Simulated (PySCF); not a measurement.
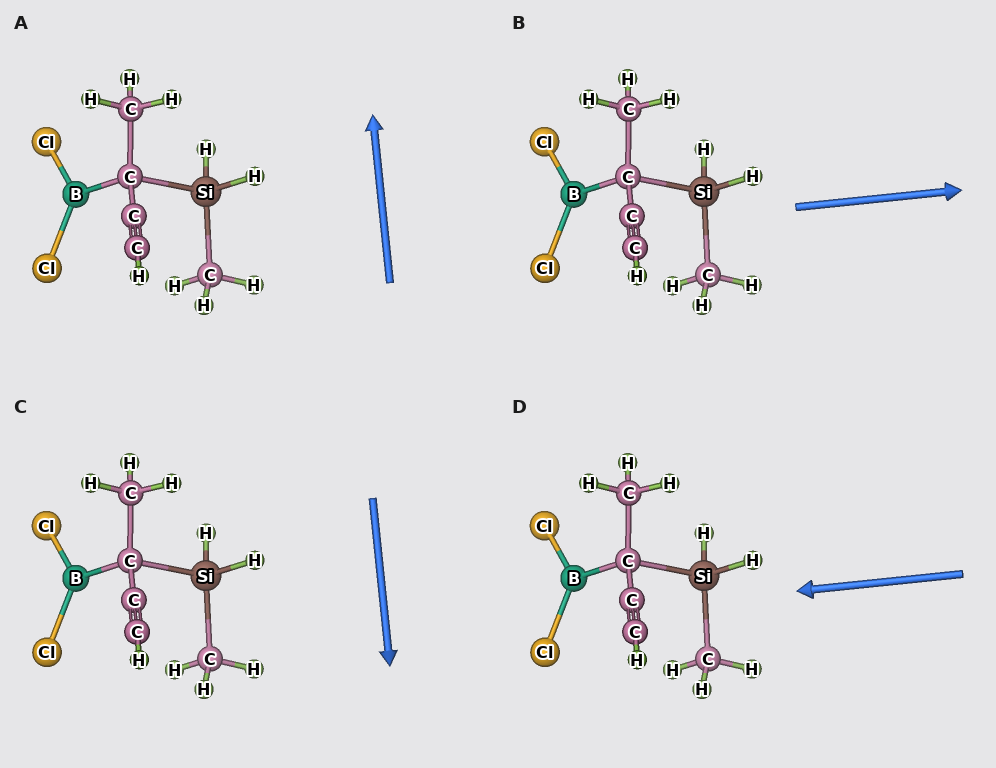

The same molecule four times, each with an arrow. Computed geometry: GFN2-xTB optimisation. No frequency run is at hand to confirm it as a minimum. Level of theory: PBE0/pcSseg-1, gas phase (PySCF 2.14.0).

Which arrow points along the dipole moment, from the negative to the positive end?

Answer. B. The dipole moment is 1.47 D.

The geometry is semi-empirical. Around B, Si such bond lengths and angles can be off by a tenth of an ångström or more and by several degrees, and values that hang on the shape move with them.
